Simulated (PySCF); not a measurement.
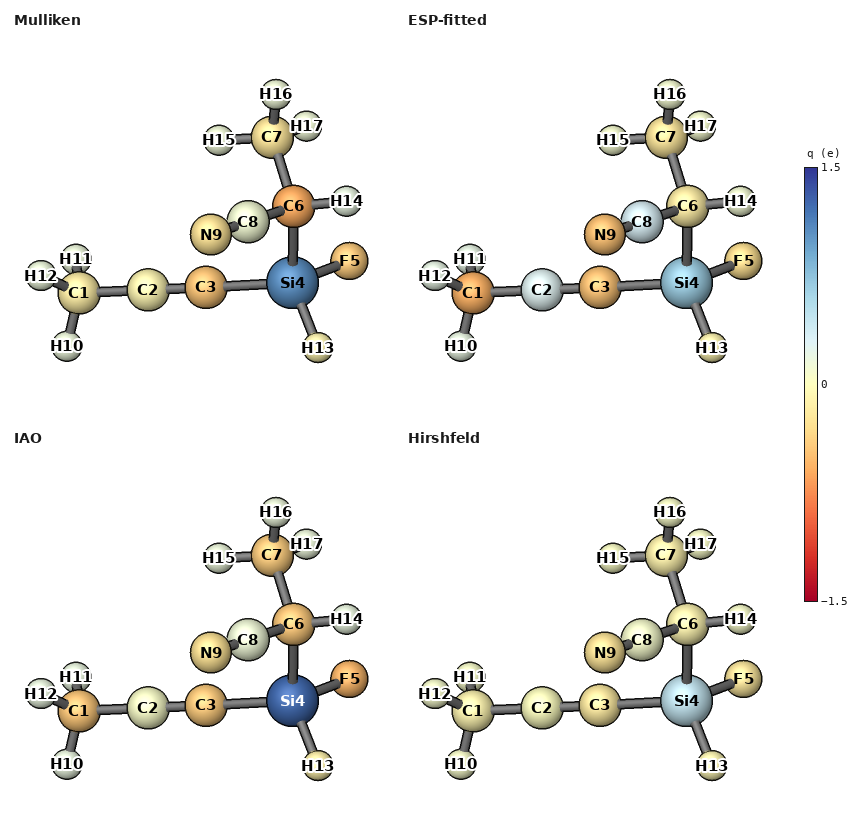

Atomic charges of one calculation by 4 schemes, on one colour scale. The geometry was computed by an optimisation with GFN2-xTB. No frequency run is at hand to confirm it as a minimum. Method: PBE0/pcSseg-1 (PySCF 2.14.0).

Which scheme gives the most polar picture (largest mean size of the charges)?

Answer. The IAO charges are the largest in size here, and the Hirshfeld charges the smallest.

On which atom do the schemes disagree most?

Answer. On Si4 (from 0.47 to 1.25 e).

List the charges (e), one line for each set of equivalent atoms.

```
atom  Mulliken  ESP-fitted    IAO  Hirshfeld
  C1     −0.16       −0.57  −0.44      −0.09
  C2     −0.08        0.27   0.05       0.00
  C3     −0.45       −0.46  −0.42      −0.19
 Si4      1.07        0.67   1.25       0.47
  F5     −0.42       −0.29  −0.53      −0.20
  C6     −0.60       −0.16  −0.43      −0.09
  C7     −0.22       −0.22  −0.41      −0.11
  C8      0.11        0.33   0.14       0.08
  N9     −0.25       −0.47  −0.26      −0.24
 H10      0.16        0.20   0.18       0.07
 H11      0.16        0.20   0.18       0.07
 H12      0.16        0.20   0.18       0.07
 H13     −0.09       −0.08  −0.13      −0.06
 H14      0.19        0.11   0.18       0.07
 H15      0.14        0.09   0.16       0.04
 H16      0.14        0.10   0.15       0.05
 H17      0.14        0.09   0.15       0.05
```

The geometry is semi-empirical. Around Si such bond lengths and angles can be off by a tenth of an ångström or more and by several degrees, and values that hang on the shape move with them.
